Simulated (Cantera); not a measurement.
Input: 1 mol CaO, 12 mol F2, held at 13.3 mbar.

Equilibrium computed with Cantera from the NASA thermochemical tables; the gas is ideal and each condensed phase is pure. Candidate condensed phases: Ca, CaF2, CaO; 13 gas species. Equilibrium is a limit: real reactors are often held back by kinetics, nucleation or transport.

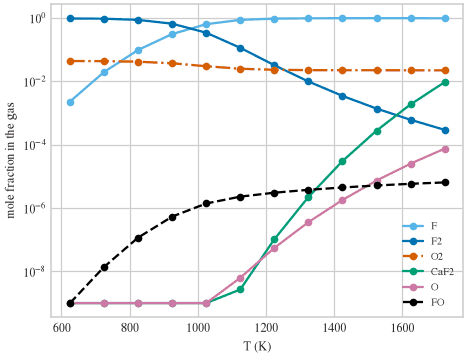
Figure. Equilibrium gas composition (values under 1e-9 drawn at 1e-9)

From 625 K to 1625 K the condensed part is CaF2(s). At 1725 K the condensed part is CaF2(l).
